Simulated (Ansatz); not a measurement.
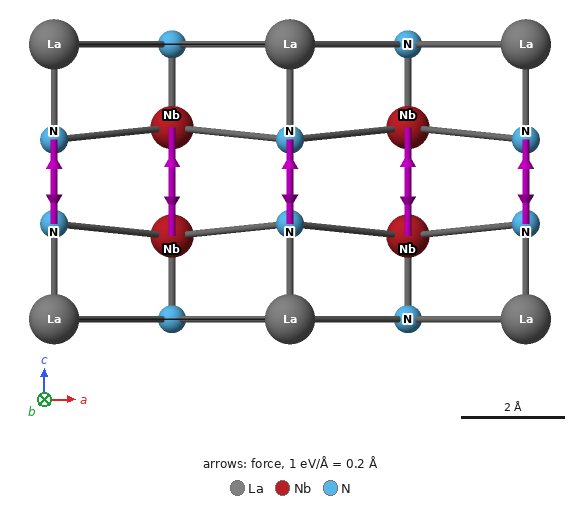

Starting geometry of solid LaNb2N3 (a generated structure, set up in P4/mmm) (coarse preliminary run) with the computed forces as purple arrows. The picture is a ball-and-stick view of the cell of the calculation, repeated 2 × 1 × 1 with one cell outlined, seen along the b axis.

The calculation used Ansatz, DFT PBE, scalar-relativistic, plane waves, PAW. Settings: plane-wave cutoff 420 eV; k-point mesh 4 × 4 × 4; occupations gaussian; smearing width 0.1 eV; no spin polarisation; cell and atoms relaxed; force threshold 0.04 eV/Å; at most 70 steps.

What follows when this structure is relaxed?

It isn't relaxed: the largest force vector, on Nb atoms, is 8.13 eV/Å. The atoms end up moving mostly along the starting forces (cosine between the two patterns 0.95). Over 13 accepted moves (15 points after the start) the energy falls by 2177 meV per atom. Largest force component: 8.1 eV/Å at the start, 0.0067 eV/Å at the end. Pressure: 32.82 GPa at the start and 0.01 GPa at the end. The SCF was repeated twice at an unchanged geometry on a basis and grid sized afresh for the cell, which shifted the energy by 12.2 meV per atom at most. The largest moves relative to the cell, 0.29 Å, are those of N atoms. By element the largest moves are N 0.29 Å, Nb 0.18 Å. La stays in place. The volume changes by −29.2 %, with a = b 4.610 → 3.498 Å (−24.1 %), c 5.372 → 6.611 Å (+23.1 %). Among the contacts that change: Nb–Nb 3.253 → 4.370 Å, La–La 4.610 → 3.498 Å, La–N 3.260 → 2.474 Å, N–Nb 3.269 → 2.506 Å. The space group stays P4/mmm (No. 123).
